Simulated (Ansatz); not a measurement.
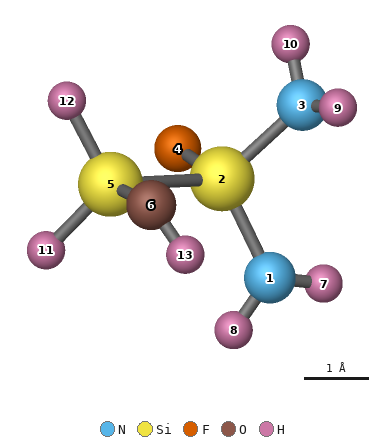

*The starting structure (ball-and-stick view, seen at a tilt; atoms are numbered from 1 in the order of the input).*

Bond lengths as drawn: F–Si 1.65 Å, H–N 1.00 to 1.01 Å, H–O 0.95 Å, H–Si 1.48 to 1.49 Å, N–Si 1.72 to 1.73 Å, O–Si 1.68 Å and Si–Si 2.36 Å.

Nudged elastic band, with input and output: Si₂N₂H₇OF (part 1 of 2)

The run: nudged elastic band of Si₂N₂H₇OF. Method and program: RHF/cc-pVDZ (Ansatz 0.2.0).

It belongs to a series of runs on one base structure; here: band between the two ends. Figures and captions count atoms from 1; the log counts them from 0 in places.

Output
```
Engine: ansatz 0.2.0, aarch64-unknown-linux-gnu
Functional definition: HF
  exchange = exact_x
  correlation = 0
1353 factors; integrals over basis functions are off by at most 3.5e-4 eV
mean field evaluation 1: about -23540.3473 eV, gradient 5.3e1 eV
mean field evaluation 2: about -23540.4649 eV, gradient 5.3e1 eV
mean field evaluation 4: about -23546.2437 eV, gradient 3.7e0 eV
mean field evaluation 8: about -23546.3024 eV, gradient 6.3e-2 eV
mean field -23546.30245200 eV, -865.3106548540 hartree, gradient 3.3e-5 eV, S^2 0.000000; 0 other end points of the search recorded, 0 dependent functions left out
the calculation of the forces begins
reference -23546.30245200 eV, -865.3106548540 hartree; 33, 33 occupied and 94, 94 virtual orbitals, 1353 factors
1354 factors; integrals over basis functions are off by at most 1.1e-3 eV
mean field evaluation 16: about -23544.3267 eV, gradient 3.5e0 eV
mean field -23544.39359240 eV, -865.2405055575 hartree, gradient 2.8e-5 eV, S^2 0.000000; 0 other end points of the search recorded, 0 dependent functions left out
[... from here on the field's lines of each further geometry are left out, up to the last ...]
NEB iter   1: max|band force component| = 3.555e1 eV/Å  barrier→ = 16.0094 eV  barrier← = 14.1006 eV  Δτ_max = 0.1990 Å  (260 SCF iters)
NEB iter   2: max|band force component| = 7.121e0 eV/Å  barrier→ = 6.7534 eV  barrier← = 4.8445 eV  Δτ_max = 0.2000 Å  (175 SCF iters)
NEB iter   3: max|band force component| = 4.502e0 eV/Å  barrier→ = 4.9280 eV  barrier← = 3.0192 eV  Δτ_max = 0.1964 Å  (169 SCF iters)
NEB iter   4: max|band force component| = 4.216e0 eV/Å  barrier→ = 4.0901 eV  barrier← = 2.1812 eV  Δτ_max = 0.1973 Å  (168 SCF iters)
NEB iter   5: max|band force component| = 3.445e0 eV/Å  barrier→ = 3.1751 eV  barrier← = 1.2662 eV  Δτ_max = 0.1980 Å  (164 SCF iters)
NEB iter   6: max|band force component| = 2.459e0 eV/Å  barrier→ = 2.1607 eV  barrier← = 0.2519 eV  Δτ_max = 0.1987 Å  (165 SCF iters)
NEB iter   7: max|band force component| = 1.872e0 eV/Å  barrier→ = 2.5110 eV  barrier← = 0.6022 eV  Δτ_max = 0.1980 Å  (163 SCF iters)
NEB iter   8: max|band force component| = 1.599e0 eV/Å  barrier→ = 3.0884 eV  barrier← = 1.1795 eV  Δτ_max = 0.2000 Å  (162 SCF iters)
NEB iter   9: max|band force component| = 1.261e0 eV/Å  barrier→ = 3.5544 eV  barrier← = 1.6456 eV  Δτ_max = 0.2000 Å  (162 SCF iters)
NEB iter  10: max|band force component| = 2.051e0 eV/Å  barrier→ = 4.4712 eV  barrier← = 2.5623 eV  Δτ_max = 0.1003 Å  (166 SCF iters)
NEB iter  11: max|band force component| = 1.060e0 eV/Å  barrier→ = 4.4640 eV  barrier← = 2.5551 eV  Δτ_max = 0.1018 Å  (167 SCF iters)
NEB iter  12: max|band force component| = 1.414e0 eV/Å  barrier→ = 4.1343 eV  barrier← = 2.2255 eV  Δτ_max = 0.1011 Å  (167 SCF iters)
NEB iter  13: max|band force component| = 1.737e0 eV/Å  barrier→ = 3.6344 eV  barrier← = 1.7256 eV  Δτ_max = 0.0996 Å  (168 SCF iters)
NEB iter  14: max|band force component| = 1.220e0 eV/Å  barrier→ = 3.1788 eV  barrier← = 1.2700 eV  Δτ_max = 0.0507 Å  (170 SCF iters)
NEB iter  15: max|band force component| = 1.714e0 eV/Å  barrier→ = 2.9480 eV  barrier← = 1.0391 eV  Δτ_max = 0.0252 Å  (162 SCF iters)
NEB iter  16: max|band force component| = 1.356e0 eV/Å  barrier→ = 2.8267 eV  barrier← = 0.9178 eV  Δτ_max = 0.0507 Å  (168 SCF iters)
NEB iter  17: max|band force component| = 9.721e-1 eV/Å  barrier→ = 2.6940 eV  barrier← = 0.7851 eV  Δτ_max = 0.1000 Å  (167 SCF iters)
NEB iter  18: max|band force component| = 9.577e-1 eV/Å  barrier→ = 2.4757 eV  barrier← = 0.5668 eV  Δτ_max = 0.1957 Å  (166 SCF iters)
NEB iter  19: max|band force component| = 5.799e-1 eV/Å  barrier→ = 2.2754 eV  barrier← = 0.3665 eV  CI = image 4  Δτ_max = 0.1987 Å  (163 SCF iters)
NEB iter  20: max|band force component| = 7.232e-1 eV/Å  barrier→ = 2.2566 eV  barrier← = 0.3477 eV  CI = image 4  Δτ_max = 0.1999 Å  (166 SCF iters)
NEB iter  21: max|band force component| = 1.591e0 eV/Å  barrier→ = 2.3800 eV  barrier← = 0.4711 eV  CI = image 4  Δτ_max = 0.1980 Å  (167 SCF iters)
NEB iter  22: max|band force component| = 1.554e0 eV/Å  barrier→ = 2.4150 eV  barrier← = 0.5062 eV  CI = image 4  Δτ_max = 0.1995 Å  (163 SCF iters)
NEB iter  23: max|band force component| = 1.661e0 eV/Å  barrier→ = 2.4300 eV  barrier← = 0.5211 eV  CI = image 4  Δτ_max = 0.2000 Å  (164 SCF iters)
NEB iter  24: max|band force component| = 1.472e0 eV/Å  barrier→ = 2.3461 eV  barrier← = 0.4372 eV  CI = image 4  Δτ_max = 0.1997 Å  (165 SCF iters)
NEB iter  25: max|band force component| = 7.029e-1 eV/Å  barrier→ = 2.2107 eV  barrier← = 0.3018 eV  CI = image 4  Δτ_max = 0.1941 Å  (168 SCF iters)
NEB iter  26: max|band force component| = 7.244e-1 eV/Å  barrier→ = 2.2680 eV  barrier← = 0.3592 eV  CI = image 4  Δτ_max = 0.1969 Å  (163 SCF iters)
NEB iter  27: max|band force component| = 8.395e-1 eV/Å  barrier→ = 2.3039 eV  barrier← = 0.3950 eV  CI = image 4  Δτ_max = 0.2000 Å  (168 SCF iters)
NEB iter  28: max|band force component| = 2.766e0 eV/Å  barrier→ = 2.4701 eV  barrier← = 0.5613 eV  CI = image 3  Δτ_max = 0.1995 Å  (166 SCF iters)
NEB iter  29: max|band force component| = 2.617e0 eV/Å  barrier→ = 2.4035 eV  barrier← = 0.4946 eV  CI = image 3  Δτ_max = 0.2000 Å  (171 SCF iters)
NEB iter  30: max|band force component| = 2.800e0 eV/Å  barrier→ = 2.2581 eV  barrier← = 0.3493 eV  CI = image 3  Δτ_max = 0.1977 Å  (166 SCF iters)
NEB iter  31: max|band force component| = 2.751e0 eV/Å  barrier→ = 2.0749 eV  barrier← = 0.1660 eV  CI = image 3  Δτ_max = 0.1946 Å  (161 SCF iters)
NEB iter  32: max|band force component| = 2.780e0 eV/Å  barrier→ = 2.0834 eV  barrier← = 0.1746 eV  CI = image 3  Δτ_max = 0.2000 Å  (156 SCF iters)
NEB iter  33: max|band force component| = 3.052e0 eV/Å  barrier→ = 2.7815 eV  barrier← = 0.8726 eV  CI = image 3  Δτ_max = 0.2000 Å  (158 SCF iters)
NEB iter  34: max|band force component| = 3.284e0 eV/Å  barrier→ = 2.9425 eV  barrier← = 1.0337 eV  CI = image 3  Δτ_max = 0.2000 Å  (168 SCF iters)
NEB iter  35: max|band force component| = 3.136e0 eV/Å  barrier→ = 3.6017 eV  barrier← = 1.6928 eV  CI = image 3  Δτ_max = 0.1987 Å  (162 SCF iters)
NEB iter  36: max|band force component| = 2.189e0 eV/Å  barrier→ = 3.9118 eV  barrier← = 2.0029 eV  CI = image 3  Δτ_max = 0.2000 Å  (173 SCF iters)
NEB iter  37: max|band force component| = 8.230e-1 eV/Å  barrier→ = 4.0396 eV  barrier← = 2.1308 eV  CI = image 3  Δτ_max = 0.1254 Å  (169 SCF iters)
NEB iter  38: max|band force component| = 4.668e-1 eV/Å  barrier→ = 3.9819 eV  barrier← = 2.0730 eV  CI = image 3  Δτ_max = 0.1464 Å  (168 SCF iters)
NEB iter  39: max|band force component| = 1.775e-1 eV/Å  barrier→ = 3.9493 eV  barrier← = 2.0405 eV  CI = image 3  Δτ_max = 0.0739 Å  (165 SCF iters)
NEB iter  40: max|band force component| = 1.506e-1 eV/Å  barrier→ = 3.9423 eV  barrier← = 2.0335 eV  CI = image 3  Δτ_max = 0.0739 Å  (173 SCF iters)
NEB iter  41: max|band force component| = 1.469e-1 eV/Å  barrier→ = 3.9408 eV  barrier← = 2.0319 eV  CI = image 3  Δτ_max = 0.0740 Å  (151 SCF iters)
NEB iter  42: max|band force component| = 1.636e-1 eV/Å  barrier→ = 3.9400 eV  barrier← = 2.0311 eV  CI = image 3  Δτ_max = 0.0741 Å  (173 SCF iters)
NEB iter  43: max|band force component| = 1.815e-1 eV/Å  barrier→ = 3.9398 eV  barrier← = 2.0309 eV  CI = image 3  Δτ_max = 0.0370 Å  (157 SCF iters)
NEB iter  44: max|band force component| = 1.441e-1 eV/Å  barrier→ = 3.9396 eV  barrier← = 2.0307 eV  CI = image 3  Δτ_max = 0.0733 Å  (155 SCF iters)
NEB iter  45: max|band force component| = 1.568e-1 eV/Å  barrier→ = 3.9395 eV  barrier← = 2.0307 eV  CI = image 3  Δτ_max = 0.0741 Å  (162 SCF iters)
NEB iter  46: max|band force component| = 1.911e-1 eV/Å  barrier→ = 3.9395 eV  barrier← = 2.0306 eV  CI = image 3  Δτ_max = 0.0736 Å  (152 SCF iters)
NEB iter  47: max|band force component| = 2.051e-1 eV/Å  barrier→ = 3.9395 eV  barrier← = 2.0306 eV  CI = image 3  Δτ_max = 0.0736 Å  (150 SCF iters)
NEB iter  48: max|band force component| = 2.077e-1 eV/Å  barrier→ = 3.9394 eV  barrier← = 2.0306 eV  CI = image 3  Δτ_max = 0.0736 Å  (144 SCF iters)
NEB iter  49: max|band force component| = 2.111e-1 eV/Å  barrier→ = 3.9394 eV  barrier← = 2.0306 eV  CI = image 3  Δτ_max = 0.0737 Å  (145 SCF iters)
NEB iter  50: max|band force component| = 2.151e-1 eV/Å  barrier→ = 3.9394 eV  barrier← = 2.0306 eV  CI = image 3  Δτ_max = 0.0737 Å  (145 SCF iters)
NEB iter  51: max|band force component| = 2.143e-1 eV/Å  barrier→ = 3.9394 eV  barrier← = 2.0306 eV  CI = image 3  Δτ_max = 0.1470 Å  (145 SCF iters)
NEB iter  52: max|band force component| = 1.888e-1 eV/Å  barrier→ = 3.9394 eV  barrier← = 2.0305 eV  CI = image 3  Δτ_max = 0.1481 Å  (151 SCF iters)
NEB iter  53: max|band force component| = 1.895e-1 eV/Å  barrier→ = 3.9394 eV  barrier← = 2.0305 eV  CI = image 3  Δτ_max = 0.0745 Å  (148 SCF iters)
NEB iter  54: max|band force component| = 1.935e-1 eV/Å  barrier→ = 3.9394 eV  barrier← = 2.0305 eV  CI = image 3  Δτ_max = 0.0371 Å  (152 SCF iters)
NEB iter  55: max|band force component| = 1.268e-1 eV/Å  barrier→ = 3.9394 eV  barrier← = 2.0305 eV  CI = image 3  Δτ_max = 0.0369 Å  (143 SCF iters)
NEB iter  56: max|band force component| = 9.215e-2 eV/Å  barrier→ = 3.9394 eV  barrier← = 2.0305 eV  CI = image 3  Δτ_max = 0.0369 Å  (143 SCF iters)
NEB iter  57: max|band force component| = 9.254e-2 eV/Å  barrier→ = 3.9394 eV  barrier← = 2.0305 eV  CI = image 3  Δτ_max = 0.0185 Å  (141 SCF iters)
NEB iter  58: max|band force component| = 7.673e-2 eV/Å  barrier→ = 3.9394 eV  barrier← = 2.0305 eV  CI = image 3  Δτ_max = 0.0184 Å  (133 SCF iters)
the calculation of the forces begins
reference -23544.38260722 eV, -865.2401018595 hartree; 33, 33 occupied and 94, 94 virtual orbitals, 1354 factors
1354 factors; integrals over basis functions are off by at most 1.3e-3 eV
mean field -23542.36308759 eV, -865.1658858823 hartree, gradient 6.9e-5 eV, S^2 0.000000; 1 other end points of the search recorded, 0 dependent functions left out
the calculation of the forces begins
reference -23542.36308759 eV, -865.1658858823 hartree; 33, 33 occupied and 94, 94 virtual orbitals, 1354 factors
NEB iter  59: max|band force component| = 4.037e-2 eV/Å  barrier→ = 3.9394 eV  barrier← = 2.0305 eV  CI = image 3  Δτ_max = 0.0000 Å  (321 SCF iters)
```

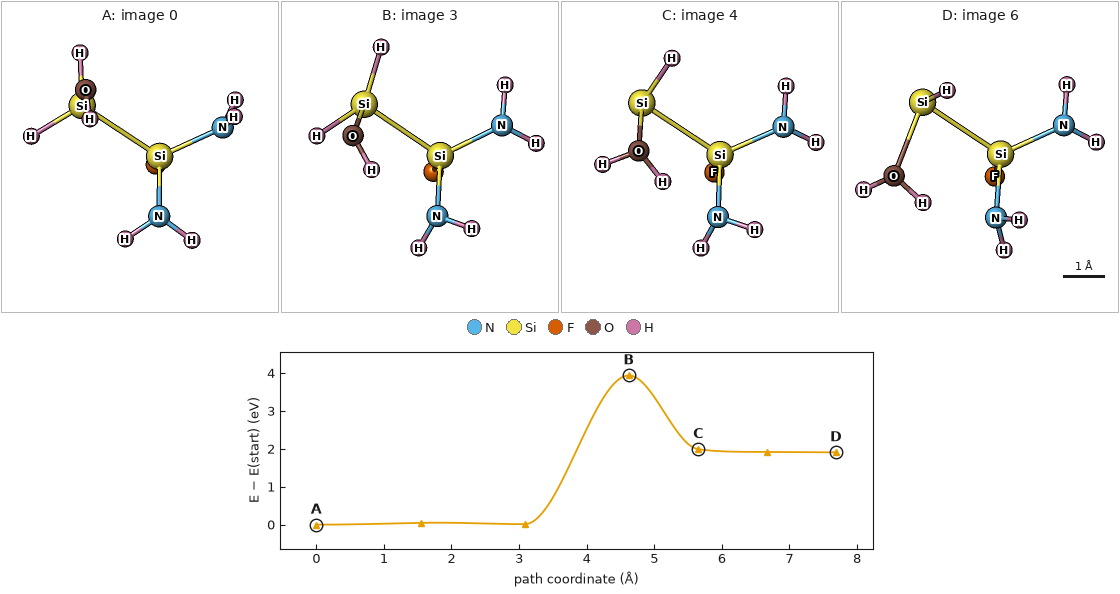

*Images of the last band (counted from 0; ball-and-stick, seen at a tilt) above the energy along the path; the line is a cubic interpolation that uses the forces.*

The highest image is number 3, 3.939 eV above the start and 2.031 eV above the end (the climbing image); the end lies 1.909 eV above the start. The path is 7.69 Å long. The band converged in 59 iterations.

```
Total energy: -23542.36308759 eV, -865.1658858823 hartree
Atom 0 at    -0.932967    -1.274367     0.415327 Å, force     0.000482     0.000287     0.000084 eV/Å
Atom 1 at     0.491080    -0.588120    -0.317650 Å, force    -0.000986    -0.000067    -0.000427 eV/Å
Atom 2 at     1.749867    -0.586488     0.854688 Å, force     0.000113    -0.000210     0.001108 eV/Å
Atom 3 at     0.865881    -1.537701    -1.610862 Å, force     0.000717     0.000214    -0.000084 eV/Å
Atom 4 at    -0.137927     1.549045    -1.090408 Å, force    -0.000215    -0.000258    -0.000698 eV/Å
Atom 5 at    -1.592927     1.871653     0.083676 Å, force     0.000168     0.000376    -0.000409 eV/Å
Atom 6 at    -0.822708    -1.698751     1.318971 Å, force    -0.000009    -0.000292    -0.000085 eV/Å
Atom 7 at    -1.518446    -1.853081    -0.160841 Å, force    -0.000201     0.000343     0.000147 eV/Å
Atom 8 at     2.480609     0.095847     0.778373 Å, force    -0.000010     0.000275    -0.000361 eV/Å
Atom 9 at     2.125476    -1.459841     1.179406 Å, force    -0.000077    -0.000284    -0.000143 eV/Å
Atom 10 at    -1.700751     1.844562    -1.215277 Å, force    -0.000035    -0.000228     0.001040 eV/Å
Atom 11 at     0.903561     2.546459    -0.704838 Å, force     0.000070    -0.000024     0.000028 eV/Å
Atom 12 at    -1.890350     1.055982     0.484236 Å, force    -0.000016    -0.000133    -0.000200 eV/Å
Dipole moment:     0.113743    -0.430398     0.419066 e Å
this run last wrote the band of iteration 59 to [file]
```

The last band as extended XYZ (Å, eV, eV/Å)
```
13
Properties=species:S:1:pos:R:3:forces:R:3 image=0 energy=-23546.30245
N    -0.9213   -1.5505    0.4754    0.0142  -0.0009   0.0064
Si    0.3950   -0.6737   -0.2037   -0.0143  -0.0011  -0.0177
N     1.6699   -0.7029    0.9584    0.0123  -0.0140  -0.0003
F     1.0681   -1.3862   -1.5254    0.0017   0.0006   0.0064
Si   -0.4057    1.4252   -0.9330    0.0053   0.0140   0.0035
O    -0.9759    2.3008    0.3882   -0.0030  -0.0029   0.0002
H    -0.7177   -2.4180    0.9402   -0.0063   0.0023  -0.0009
H    -1.7827   -1.6239   -0.0337   -0.0049  -0.0013  -0.0001
H     1.5268   -0.2762    1.8545   -0.0101   0.0040   0.0006
H     2.6039   -0.5314    0.6351    0.0036   0.0055   0.0001
H    -1.4835    1.2623   -1.9515    0.0027  -0.0077  -0.0005
H     0.6798    2.2507   -1.5152   -0.0014  -0.0013  -0.0014
H    -1.6363    1.8889    0.9254    0.0002   0.0029   0.0036
13
Properties=species:S:1:pos:R:3:forces:R:3 image=1 energy=-23546.25426
N    -0.9606   -1.3641    0.5985   -0.0002   0.0011   0.0012
Si    0.3870   -0.6289   -0.1963    0.0007  -0.0019   0.0013
N     1.7467   -0.6872    0.8680    0.0020  -0.0052  -0.0001
F     0.8814   -1.4952   -1.5044    0.0060  -0.0017   0.0029
Si   -0.3765    1.4981   -0.8955   -0.0006  -0.0028  -0.0022
O    -1.4643    2.0237    0.2759    0.0065   0.0012  -0.0013
H    -0.7606   -2.1316    1.2162    0.0016  -0.0109  -0.0092
H    -1.7931   -1.5587    0.0712   -0.0095   0.0147   0.0042
H     1.9374    0.0787    1.4858   -0.0200  -0.0105   0.0266
H     2.6024   -1.0465    0.4864    0.0152   0.0205  -0.0188
H    -1.0366    1.4338   -2.2277   -0.0061  -0.0046   0.0027
H     0.7170    2.5003   -0.9648   -0.0012  -0.0058  -0.0095
H    -1.8597    1.3427    0.8015    0.0056   0.0060   0.0020
```
